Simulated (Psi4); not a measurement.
**MN15/aug-cc-pVQZ (sweep point 3) run of HBr (SMILES Br)**

Aim: the vertical ionisation energy of HBr at MN15/aug-cc-pVQZ (sweep point 3), from 2 runs. 

The calculation is run with Psi4 1.11.

### Step 1. The molecule

HBr has 2 atoms, charge 0, and is taken as a singlet. SMILES: `Br`. The shape is that of a GFN2-xTB optimisation.

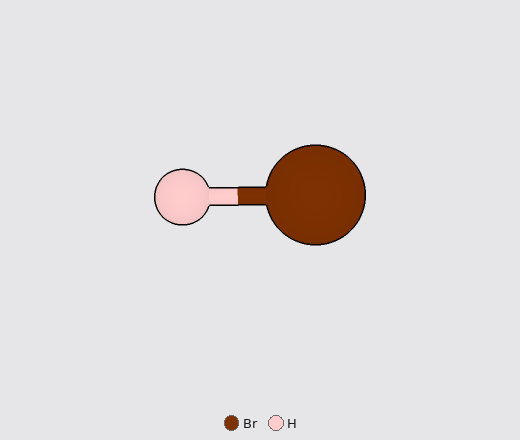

Viewed from a chosen angle; bromine brown, hydrogen pink.

### Step 2. A single-point energy at MN15/aug-cc-pVQZ (sweep point 3)

calc.in

```
memory 1.6 GB

molecule system {
  0 1
  Br    -0.594900     0.214950    -0.300840
  H      0.594900    -0.214950     0.300840
  symmetry c1
}

set puream true
set scf_type pk
set dft_radial_points 99
set dft_spherical_points 590

e_tot, wfn = energy('mn15/aug-cc-pVQZ', return_wfn=True)
```

Command:

```console
$ psi4 -n 1 calc.in calc.out
```

calc.out:

```text
[...]
  Running in c1 symmetry.
[...]
  Nuclear repulsion =   13.221146466516117
[...]
  Multiplicity = 1
[...]
  Nalpha       = 18
  Nbeta        = 18
[...]
    Number of basis functions: 139
[...]
   @RKS iter   1: -2574.81825087319385   -1.18471e+00   1.08908e-02 ADIIS/DIIS
[...]
   @RKS iter   7: -2575.13900624899770   -6.28679e-08   2.89223e-07 DIIS
[...]
    Orbital Energies [Eh]
    ---------------------
    Doubly Occupied:
       1A   -480.047356     2A    -61.287998     3A    -55.943218
       4A    -55.937740     5A    -55.937740     6A     -8.310377
       7A     -6.413705     8A     -6.400790     9A     -6.400790
      10A     -2.705063    11A     -2.701184    12A     -2.701184
      13A     -2.691022    14A     -2.691022    15A     -0.833164
      16A     -0.483465    17A     -0.350077    18A     -0.350077
[...]
  @RKS Final Energy: -2575.13900624899770
   => Energetics <=
    Nuclear Repulsion Energy =             13.2211464665161174
    One-Electron Energy =               -3607.1980570374439594
    Two-Electron Energy =                1071.2330251517819306
    DFT Exchange-Correlation Energy =     -52.3951208298517841
    Empirical Dispersion Energy =           0.0000000000000000
    VV10 Nonlocal Energy =                  0.0000000000000000
    Total Energy =                      -2575.1390062489977026
[...]
 Multipole Moments:
 ------------------------------------------------------------------------------------
     Multipole            Electronic (a.u.)      Nuclear  (a.u.)        Total (a.u.)
 ------------------------------------------------------------------------------------
 L = 1.  Multiply by 2.5417464519 to convert [e a0] to [Debye]
 Dipole X            :          0.0000000            0.0000000            0.0000000
 Dipole Y            :          0.0000000            0.0000000            0.0000000
 Dipole Z            :         -1.1035931            1.4455699            0.3419769
 Magnitude           :                                                    0.3419769
[...]
```

Run time: 23 s. Hardware: 1 thread of Intel Xeon 6975P-C (Granite Rapids), shared host; peak memory 1.8 GiB.

### Step 3. The doublet cation, same level

calc.in

```
memory 1600 MB

molecule {
  1 2
  Br    -0.594900     0.214950    -0.300840
  H      0.594900    -0.214950     0.300840
  units angstrom
  symmetry c1
}

set basis aug-cc-pVQZ
set reference uks
set puream true
set scf_type pk
set dft_radial_points 99
set dft_spherical_points 590
set maxiter 150

energy("mn15")
print_variables()
```

Command:

```console
$ psi4 calc.in calc.out -n 1
```

calc.out:

```text
[...]
  Running in c1 symmetry.
[...]
  Nuclear repulsion =   13.221146466516117
[...]
  Multiplicity = 2
[...]
  Nalpha       = 18
  Nbeta        = 17
[...]
    Number of basis functions: 139
[...]
   @UKS iter   1: -2574.50184499166971   -8.68302e-01   9.80226e-03 DIIS/ADIIS
[...]
   @UKS iter   7: -2574.71010445930960   -1.59975e-07   7.20477e-07 DIIS
[...]
   @S^2 Observed:                7.538896763E-01
[...]
    Orbital Energies [Eh]
    ---------------------
    Alpha Occupied:
       1A   -480.444529     2A    -61.683713     3A    -56.338842
       4A    -56.335149     5A    -56.329223     6A     -8.702721
       7A     -6.809229     8A     -6.798621     9A     -6.784758
      10A     -3.100797    11A     -3.099777    12A     -3.088865
      13A     -3.081728    14A     -3.079821    15A     -1.209893
      16A     -0.822891    17A     -0.742217    18A     -0.694861
    Alpha Virtual:
      19A     -0.257568    20A     -0.139560    21A     -0.099401
      22A     -0.083915    23A     -0.083554    24A     -0.078130
      25A     -0.068370    26A     -0.064168    27A     -0.064034
[...]
  @UKS Final Energy: -2574.71010445930960
   => Energetics <=
    Nuclear Repulsion Energy =             13.2211464665161174
    One-Electron Energy =               -3593.3995319225241474
    Two-Electron Energy =                1057.6812100066154017
    DFT Exchange-Correlation Energy =     -52.2129290099167136
    Empirical Dispersion Energy =           0.0000000000000000
    VV10 Nonlocal Energy =                  0.0000000000000000
    Total Energy =                      -2574.7101044593096049
[...]
 Multipole Moments:
 ------------------------------------------------------------------------------------
     Multipole            Electronic (a.u.)      Nuclear  (a.u.)        Total (a.u.)
 ------------------------------------------------------------------------------------
 L = 1.  Multiply by 2.5417464519 to convert [e a0] to [Debye]
 Dipole X            :         -0.0000000            0.0000000           -0.0000000
 Dipole Y            :          0.0000000            0.0000000            0.0000000
 Dipole Z            :         -0.8673640            1.4455699            0.5782059
 Magnitude           :                                                    0.5782059
[...]
```

Run time: 29 s. Hardware: 1 thread of Intel Xeon 6975P-C (Granite Rapids), shared host; peak memory 1.8 GiB.

### Step 4. Outcome

Level: MN15/aug-cc-pVQZ (sweep point 3).

| quantity | value |
| --- | --- |
| singlet HBr: total energy | -2575.13901 Eh |
| singlet HBr: dipole moment | 0.87 D |
| singlet HBr: HOMO energy | -9.53 eV |
| singlet HBr: LUMO energy | 0.22 eV |
| singlet HBr: HOMO–LUMO gap | 9.75 eV |
| doublet cation: total energy | -2574.71010 Eh |
| doublet cation: HOMO energy (highest over α and β) | -18.45 eV |
| doublet cation: LUMO energy (lowest over α and β) | -13.72 eV |
| doublet cation: ⟨S²⟩ | 0.754 |
| vertical ionisation energy (to the doublet cation) | 11.671 eV |

The vertical ionisation energy comes to 11.67 eV (1126 kJ/mol). The negative HOMO energy of the first species, 9.53 eV, lies 2.14 eV below that difference.
